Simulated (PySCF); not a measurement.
Consider C3H10NOSi2 (SMILES O[CH]N[SiH]1C[SiH2]C1) (doublet).

Input

```
{"job": {"kind": "epr", "basis": "pcH-1"}, "charge": 0, "multiplicity": 2}
O     -2.792335    -1.187877     0.621309
C     -2.750499     0.067764     0.067590
N     -1.563034     0.482640    -0.503972
Si    -0.087095    -0.419774    -0.582154
C      0.821433    -0.612084     1.103701
Si     2.253338     0.522695     0.511354
C      1.333509     0.715183    -1.157834
H     -1.927695    -1.377179     1.000968
H     -3.679184     0.338915    -0.409696
H     -1.632199     1.380262    -0.952561
H     -0.272879    -1.693250    -1.290997
H      1.130928    -1.626068     1.346162
H      0.288183    -0.233077     1.973416
H      3.543119    -0.161843     0.405473
H      2.396646     1.761223     1.279752
H      1.878257     0.321326    -2.010142
H      1.052508     1.733172    -1.412280
```

Command:

```sh
OMP_NUM_THREADS=1 python probes_run.py task.json out
```

Geometry: GFN2-xTB.

Theory: UKS B3LYP, pcH-1 on C H N O Si, non-relativistic, mean-field spin-orbit, GIAO in PySCF 2.14.0, density-fitted response routines.

### What can the converged electron density, electron localisation function and spin density tell about the bonding?

C–O (1.37 Å): the density is about 2.2 e/Å³ at the midpoint, with its minimum of 1.9 e/Å³ about 0.5 Å from C; the ELF peaks at about 0.90 between the atoms: a shared but strongly polarised pair.
C–N (1.38 Å): ρ at the midpoint is about 2.2 e/Å³; the ELF peaks at about 0.90 between the atoms, as expected for a covalent bond.
Si–N (1.73 Å): ρ is about 1.1 e/Å³ halfway; the ELF peaks at about 0.90 between the atoms; a shared but strongly polarised pair.
N–H (1.01 Å): ρ is about 2.9 e/Å³ halfway; the ELF climbs to about 1 towards the hydrogen, as it does in any bond to H; a covalent bond by its length.
The unpaired spin (1 electron) lies mostly on C2 (about 0.6), N3 (about 0.1) and O1 (about 0.1), in electrons by Hirshfeld's partition.

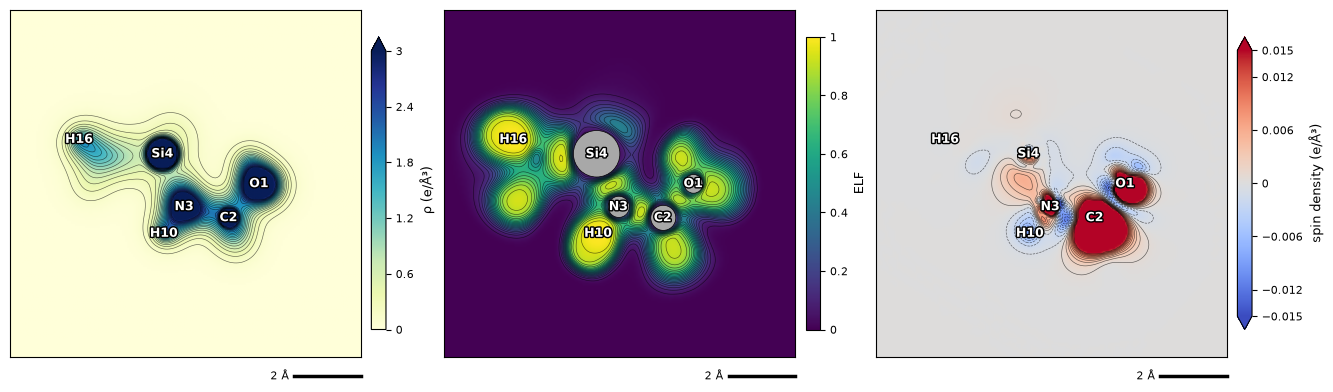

Computed electron density, electron localisation function and spin density on the plane of atoms Si4, N3 and H10, in this order. Grey discs cover the atomic cores in the ELF map. 
